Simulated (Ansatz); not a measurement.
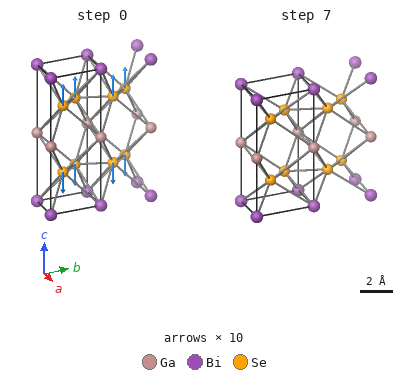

The structure of crystalline GaBiSe4 (a generated structure, set up in P6/mmm) (coarse preliminary run) before (left) and after (right) a relaxation, at one scale. The blue arrows give the displacements (the part carried along by the change of the cell is left out), magnified 10 times.

A ball-and-stick model of the cell of the calculation, repeated 1 × 2 × 1 with one cell outlined, seen slightly off an axis.

Theory: Ansatz, DFT PBE, scalar-relativistic, plane waves, PAW.

Input
```yaml
crystal:
  lattice:
    - [4.21528953, 0.0, 0.0]
    - [-2.10764476, 3.65054782, 0.0]
    - [0.0, 0.0, 8.76274627]
  atoms:
    - { symbol: Ga, position: [0.0, 0.0, 0.5] }
    - { symbol: Bi, position: [0.0, 0.0, 0.0] }
    - { symbol: Se, position: [0.33333333, 0.66666667, 0.74326992] }
    - { symbol: Se, position: [0.33333333, 0.66666667, 0.25673008] }
    - { symbol: Se, position: [0.66666667, 0.33333333, 0.74326992] }
    - { symbol: Se, position: [0.66666667, 0.33333333, 0.25673008] }
basis:
  ecutwfc: 420
kpoints:
  mp_grid: { grid: [6, 6, 2] }
hamiltonian:
  xc: pbe
scf:
  occupations: { method: gaussian, width: 0.1 }
  lower_state_search: "off"
output:
  forces: true
  stress: true
  eigenvalues: true
relax:
  adjacent_minimum: "off"
  f_tol: 0.04
  max_steps: 70
  cell: { stress_tol: 0.4 }
```

Run as
```bash
ansatz run input.yaml --threads 1 --pin off --max-ram 2560MiB --backend cpu --events-out ev --progress --plain --runs-dir out
```

> What changed between the two?

The largest moves relative to the cell, 0.14 Å, are those of Se3, Se4, Se5 and Se6. Se6 goes along −c. Bi and Ga stay in place. The drawn cell changes as follows: a = b 4.215 → 4.805 Å (+14.0 %), c 8.763 → 7.504 Å (−14.4 %); the volume changes by +11.3 %. Among the contacts that change: Se3–Se5 2.434 → 2.774 Å, Ga1–Se3 3.235 → 3.401 Å, Bi2–Se3 3.314 → 3.299 Å. Among the angles between lasting bonds that change: Bi2–Se6–Bi2 79.0° → 93.5°, Bi2–Se6–Se4 137.3° → 147.2°, Bi2–Se6–Se4 68.5° → 65.1°. The space group stays P6/mmm (No. 191). The energy falls by 436 meV per atom in 6 accepted moves (7 points after the start). The largest force component goes from 0.0021 to 0.0022 eV/Å. Pressure: 14.25 GPa at the start and 0.17 GPa at the end. At 1 point the geometry stayed and the basis and grid were re-selected for the new cell (energy shift of 2.8 meV per atom at most each time). Cost: 2.1 min on 1 thread of AMD EPYC (Zen 3), with other jobs on the host, peak memory 0.52 GiB.
